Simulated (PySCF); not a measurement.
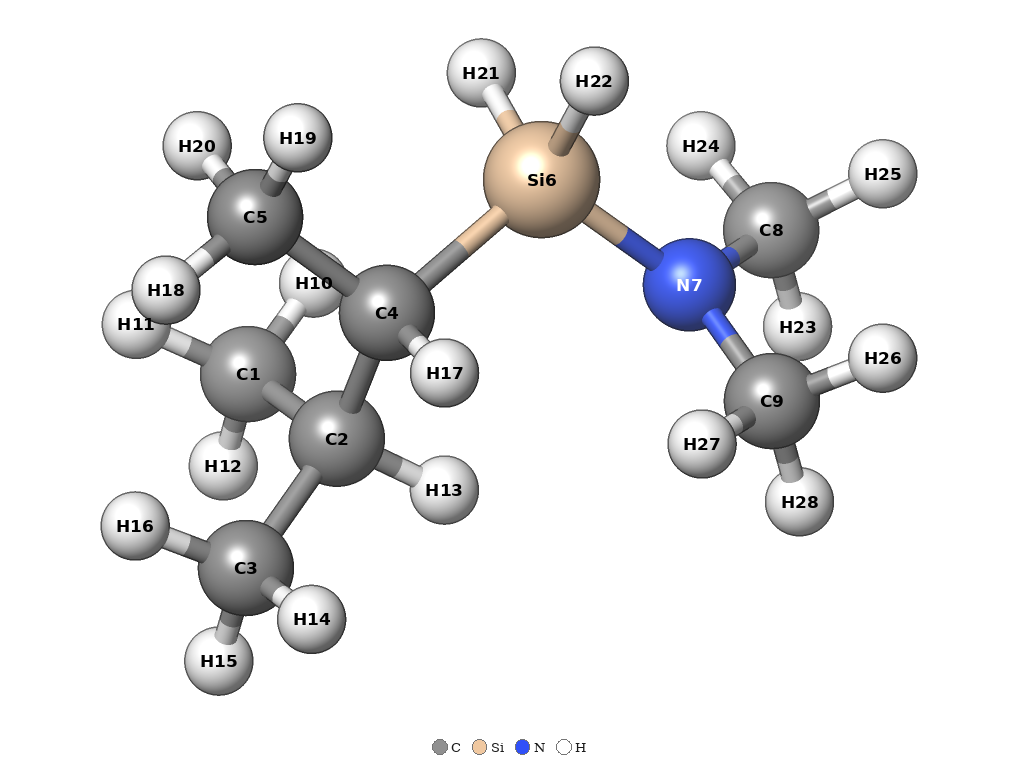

The computed structure is the end point of a PBE0-D3(BJ)/def2-SVP optimisation. No frequency run is at hand to confirm it as a minimum. Electric field gradients from the ground-state density, PBE0/pcSseg-1 (PySCF 2.14.0), non-relativistic apart from any core potentials.

Give the largest field-gradient component, the quadrupole coupling constant and the asymmetry for 14N at N7 (Q = 20.44 mb), 2H at H10 (Q = 2.86 mb), 2H at H11 (Q = 2.86 mb), 2H at H12 (Q = 2.86 mb), 2H at H13 (Q = 2.86 mb).

| atom | V_zz (a.u.) | e²qQ/h (MHz) | η |
| --- | --- | --- | --- |
| N7 | −1.152 | −5.53 | 0.35 |
| H10 | 0.290 | 0.195 | 0.03 |
| H11 | 0.291 | 0.195 | 0.02 |
| H12 | 0.293 | 0.197 | 0.02 |
| H13 | 0.276 | 0.186 | 0.01 |
